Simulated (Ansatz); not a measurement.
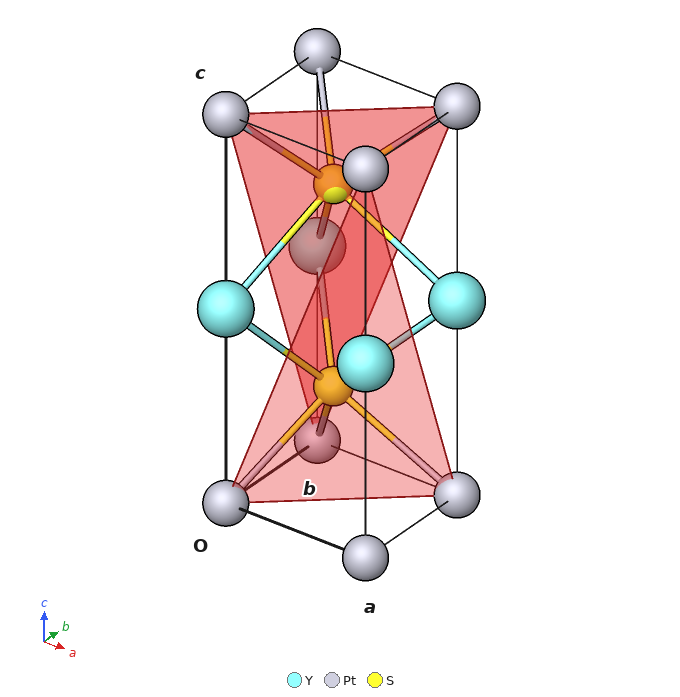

Every member of one family of equally spaced planes, hx + ky + lz = a whole number, that cuts the unit cell is shaded (one member passes through the origin O). Crystal: YPtS2, the end point of a relaxation with Ansatz 0.2.0, DFT PBE, scalar-relativistic, plane waves, PAW; the starting structure was generated, so it need not be a known form of this composition. Geometry calculated from the standardised cell; symmetry tolerance 0.002 Å.

a = 3.723 Å, b = 3.723 Å, c = 6.500 Å, α = 90.00°, β = 90.00°, γ = 120.00°.

Q: Which (hkl) family is drawn?

A: (1 −1 −1), in four indices (1 −1 0 −1); the opposite sign names the same planes. The member next to the origin meets the axes a at 1, b at −1, c at −1.

Q: What is the spacing?

A: d = 2.889 Å.

Q: Which atoms of the cell lie in these planes (within 0.03 Å)?

A: The Pt atom.

Q: The space group is P-6m2 (No. 187). How many reflections hkl are equivalent to this one (itself included), and does it occur?

A: 12 reflections are equivalent in the Laue class 6/mmm. The space group allows the reflection.
